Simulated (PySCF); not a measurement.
CH6Ge, SMILES `C[GeH3]`.

PySCF calculation, def2-SVP basis, gas phase; geometry: GFN2-xTB. No frequency check shows the geometry to be a minimum. GFN2-xTB bond lengths at metals and heavier atoms can be off by up to 0.1 Å and shapes distorted, which carries into these values.

The calculation's input:

```python
import numpy as np
from pyscf import gto, scf, mcscf

mol = gto.M(atom='''
C     -1.56891     0.00021     0.00001
Ge     0.38971    -0.00015    -0.00012
H     -1.95468    -0.58361     0.83197
H     -1.95459    -0.42837    -0.92203
H     -1.95432     1.01302     0.08941
H      0.93445     0.58841     1.26066
H      0.93409    -1.38646    -0.12071
H      0.93780     0.80068    -1.13547
''', basis='def2-svp', charge=0, spin=0, verbose=4)
# stretch the bond between atoms 1 and 4, from long to short, fragments rigid
a, b, move = 0, 3, [3]
xyz = mol.atom_coords(unit='Angstrom')
u = xyz[b] - xyz[a]
r0 = np.linalg.norm(u)
rows, last, dm_u = [], None, None
for r in [3.0, 2.35, 1.93, 1.66, 1.44, 1.28, 1.18, 1.07, 0.98]:
    new = xyz.copy()
    new[move] += u / r0 * (r - r0)
    m = mol.set_geom_(new, unit='Angstrom', inplace=False)
    rhf = scf.RHF(m).density_fit(auxbasis='def2-universal-jkfit').run()
    uhf = scf.UHF(m).density_fit(auxbasis='def2-universal-jkfit').newton()
    if dm_u is None:
        c = rhf.mo_coeff
        h = m.nelectron // 2 - 1
        ca, cb = c.copy(), c.copy()
        ca[:, h], cb[:, h] = (c[:, h] + c[:, h + 1]) / 2**.5, (c[:, h] - c[:, h + 1]) / 2**.5
        dm_u = np.array([x[:, :h + 1] @ x[:, :h + 1].T for x in (ca, cb)])
    uhf.kernel(dm0=dm_u)
    for _ in range(3):
        c, _, stable, _ = uhf.stability(return_status=True)
        if stable:
            break
        uhf.kernel(c, uhf.mo_occ)
    dm_u = uhf.make_rdm1()
    mc = mcscf.CASSCF(rhf, 2, 2)
    mc.natorb = True
    mc.fix_spin_(ss=0)
    guess = mcscf.addons.make_natural_orbitals(uhf)[1] if last is None else mcscf.project_init_guess(mc, last.mo_coeff, last.mol)
    mc.kernel(guess)
    last = mc
    act = slice(mc.ncore, mc.ncore + mc.ncas)
    print('r %.3f  RHF %.6f  UHF %.6f  <S^2> %.3f  CASSCF %.6f  occupations' % (r, rhf.e_tot, uhf.e_tot, uhf.spin_square()[0], mc.e_tot), mc.mo_occ[act].round(4))
    rows.append((new, rhf.e_tot, uhf.e_tot, uhf.spin_square()[0], mc.e_tot, mc.mo_occ[act], mc.mo_coeff[:, act], dm_u[0] - dm_u[1], rhf.converged and uhf.converged and mc.converged))
    np.savez('result.npz', **{k: [row[i] for row in rows] for i, k in enumerate('xyz rhf uhf s2 cas occ c spin ok'.split())})
```

Run with:

```sh
OMP_NUM_THREADS=1 python input.py
```

The run took 96 s on 1 thread of Intel(R) Xeon(R) Platinum 8259CL CPU @ 2.50GHz (Skylake/Cascade Lake), with other jobs on the host, peak memory 0.28 GiB.

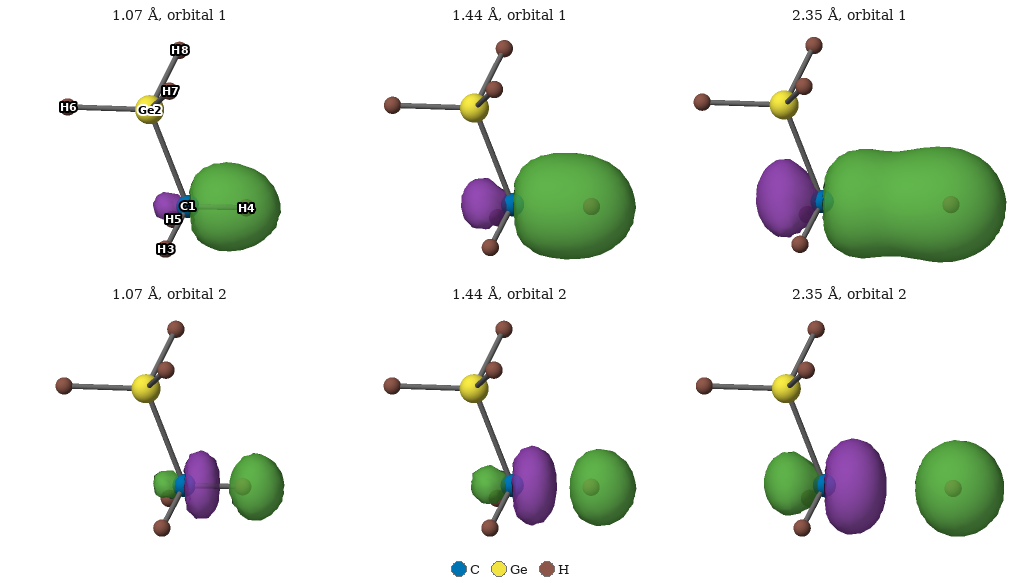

Rigid stretch of the C1–H4 bond. The two CASSCF(2,2) natural orbitals nearest half filling (orbital 1 the more occupied).

### How do the occupations change along the stretch?

1.07 Å: 1.98 and 0.02; 1.44 Å: 1.95 and 0.05; 2.35 Å: 1.62 and 0.38. At the longest distance computed (3.00 Å) they are 1.30 and 0.70, and the effective number of unpaired electrons is 1.7.

### Where does the UHF solution part from RHF?

Between 1.66 Å (⟨S²⟩ = 0, the two coincide) and 1.93 Å (⟨S²⟩ = 0.56); at 3.00 Å ⟨S²⟩ is 0.99 and UHF lies 3.4 eV below RHF.

### How much energy does the stretch cost?

By CASSCF, 4.3 eV from the lowest point of the scan (1.07 Å) to 3.00 Å; RHF gives 7.2 eV from its own lowest point. The fragments aren't relaxed and dynamic correlation is missing, so this isn't a bond dissociation energy.
